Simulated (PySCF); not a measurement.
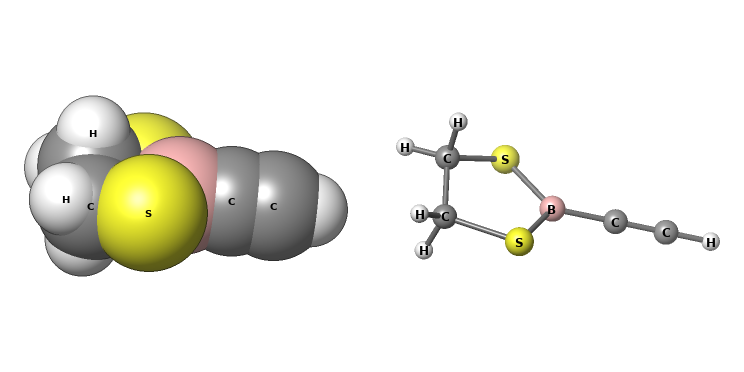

The same structure drawn twice, from different directions.

Which formula does it have?

C4H5BS2, 12 atoms: 4 carbon, 5 hydrogen, 1 boron and 2 sulfur.

How many atoms are distinct by symmetry?

8: 1 C, 1 C, 1 B, 2 S, 2 C, 1 H, 2 H, 2 H.

Count the bonded pairs by element.

5 C–H, 2 C–C, 2 B–S, 2 C–S, 1 C–B.

What is the point group of this geometry?

C2.

Name some functional groups or characteristic bonds that it holds.

Among them: alkyne.

More results for the same structure follow; atom numbers are the same in all pictures, views and colours differ. The geometry was computed by an optimisation with PBE0-D3(BJ)/def2-SVP. No frequency run is at hand to confirm it as a minimum.

### Shape

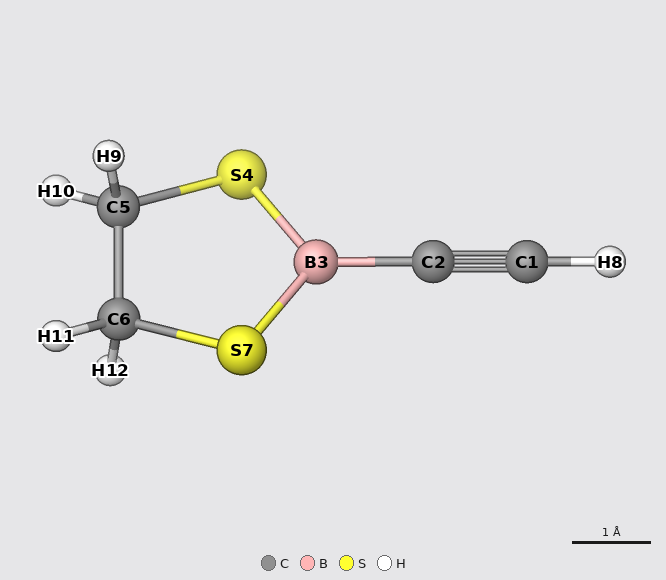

The atoms are numbered. No frequency run is at hand to confirm it as a minimum.

List the bonds and their lengths.

| bond | length (Å) | order |
| --- | --- | --- |
| C1–C2 | 1.217 | triple |
| C1–H8 | 1.075 | single |
| C2–B3 | 1.517 | single |
| B3–S4 | 1.799 | single |
| B3–S7 | 1.799 | single |
| S4–C5 | 1.830 | single |
| C5–C6 | 1.513 | single |
| C5–H9 | 1.101 | single |
| C5–H10 | 1.100 | single |
| C6–S7 | 1.830 | single |
| C6–H11 | 1.100 | single |
| C6–H12 | 1.101 | single |

### Dipole moment

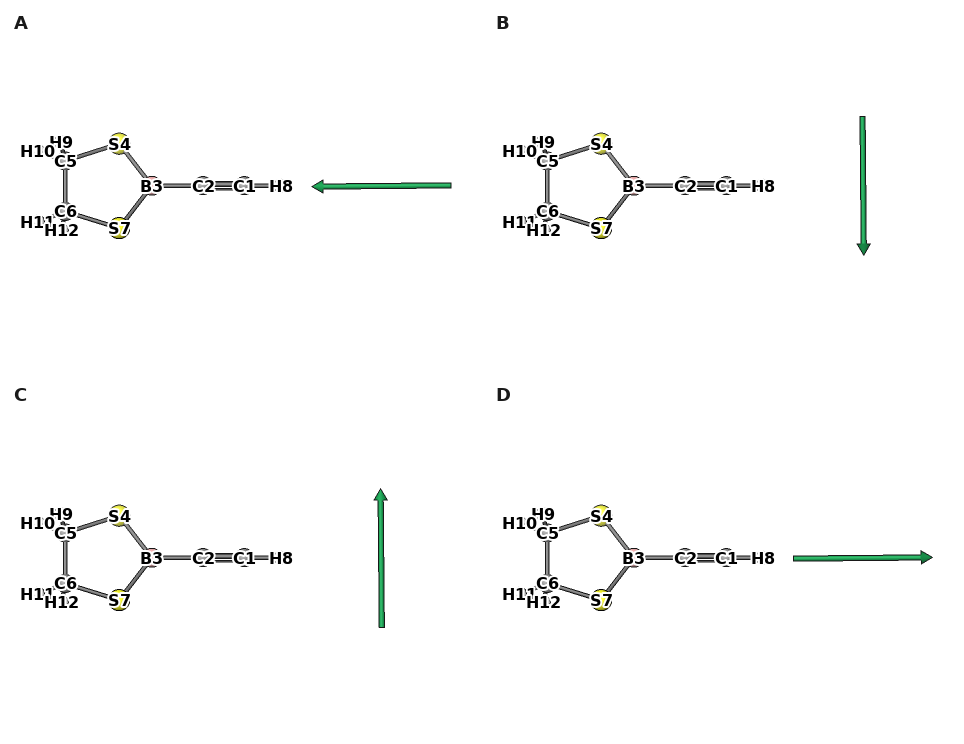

The same molecule four times, each with an arrow. No frequency run is at hand to confirm it as a minimum. Level of theory: PBE0/pcSseg-1 in acetone (IEF-PCM) (PySCF 2.14.0).

Which arrow points along the dipole moment, from the negative to the positive end?

A. The dipole moment is 2.42 D; it points from the side of H8 to the side of H10, H11 (the outermost atoms at the two ends).

### Polarisability

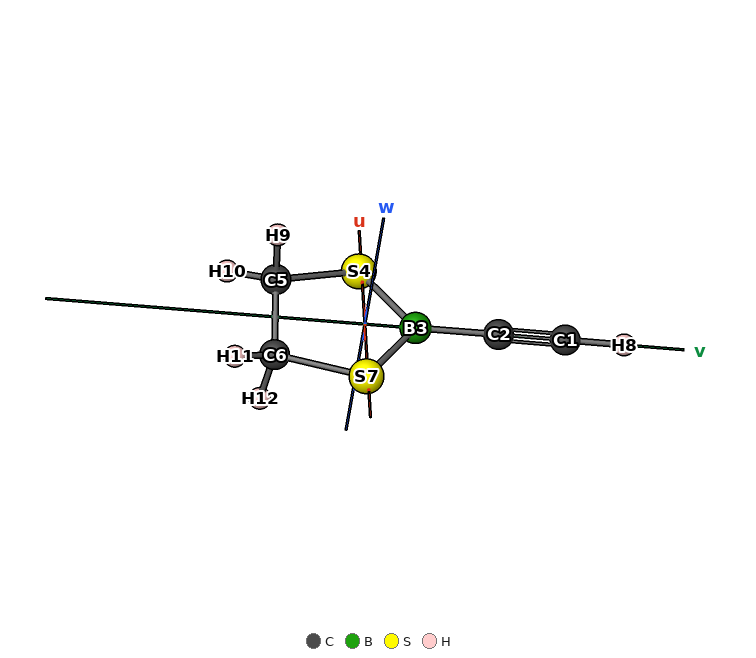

The lines u, v and w are the principal axes of the static dipole polarisability. No frequency run is at hand to confirm it as a minimum. Level of theory: ωB97X-D/def2-SVPD (PySCF 2.14.0).

Along which axis is the molecule most polarisable, and along which least?

Most along v (nearly parallel to the C2–B3 bond), least along w.

Give the three principal values.

u 96.0, v 133.1, w 68.6 bohr³; mean 99.3, anisotropy 56.0 bohr³.

### Excitation

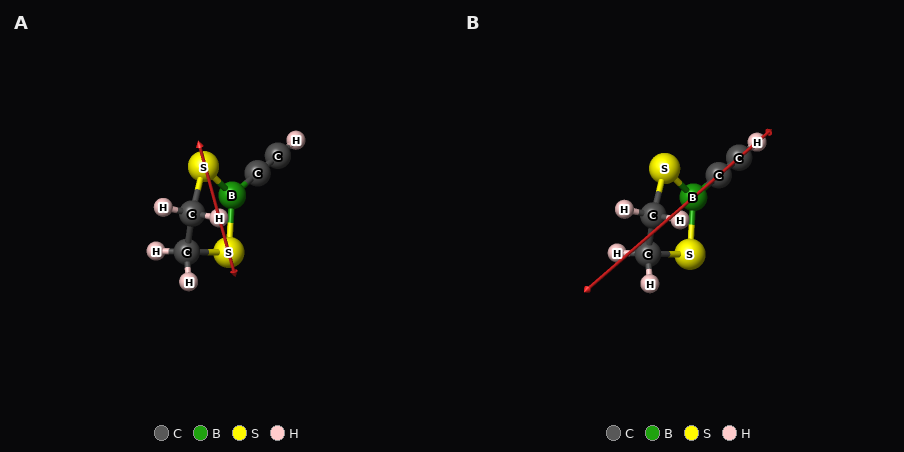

The double arrows show the directions of two transition dipoles from the ground state (lengths mean nothing). No frequency run is at hand to confirm it as a minimum. Method: TDDFT ωB97X-D/def2-SVPD, vertical, IEF-PCM acetone (non-equilibrium linear response), core orbitals frozen in the response (PySCF 2.14.0).

One belongs to singlet state 1 and one to singlet state 3. Which is which?

A: state 1, 4.78 eV (259 nm), oscillator strength 0.12, mainly HOMO → LUMO (weight 0.97).
B: state 3, 5.42 eV (229 nm), oscillator strength 0.18, mainly HOMO−1 → LUMO (weight 0.74).

### NMR shielding

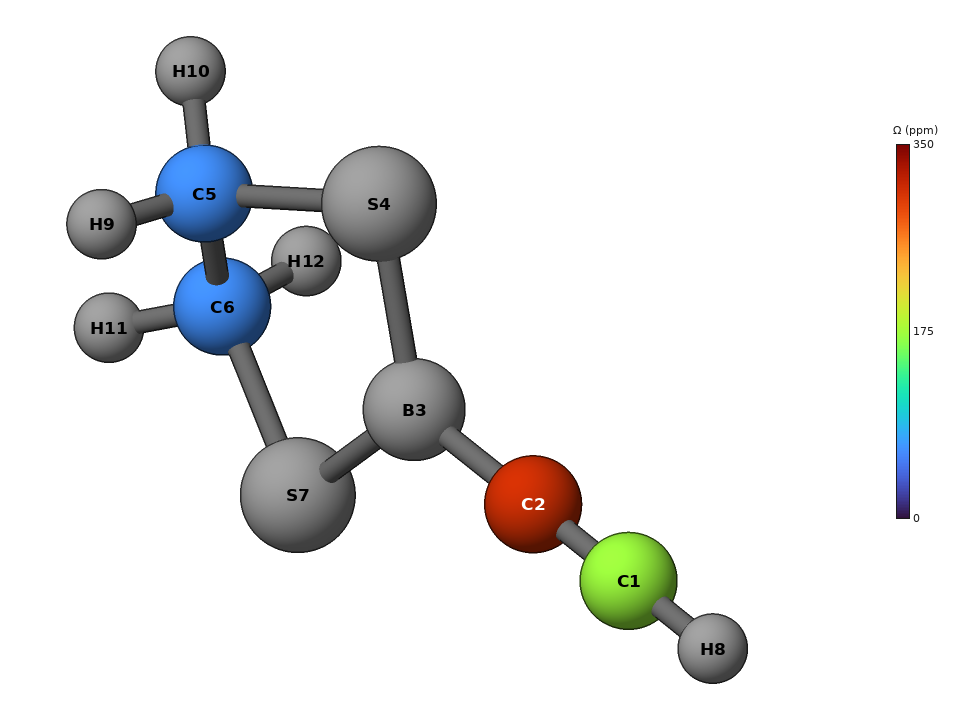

The C atoms are coloured by the span of their shielding tensor. No frequency run is at hand to confirm it as a minimum. Level of theory: GIAO PBE0/pcSseg-1 NMR shielding, non-relativistic, IEF-PCM benzene (PySCF 2.14.0). Principal shieldings σ11 ≤ σ22 ≤ σ33, span Ω = σ33 − σ11, skew κ = 3(σiso − σ22)/Ω.

Which C atom has the most anisotropic shielding?

C2, with a span of 306 ppm.

Give the shielding tensors of the C atoms.

| atom | σ11 | σ22 | σ33 | σiso | Ω | κ |
| --- | --- | --- | --- | --- | --- | --- |
| C1 | 4.5 | 9.2 | 177.5 | 63.7 | 172.9 | 0.95 |
| C2 | −5.1 | 0.3 | 300.8 | 98.7 | 305.9 | 0.96 |
| C5, C6 | 99.8 | 160.0 | 164.3 | 141.3 | 64.5 | −0.87 |

Shieldings and span in ppm.
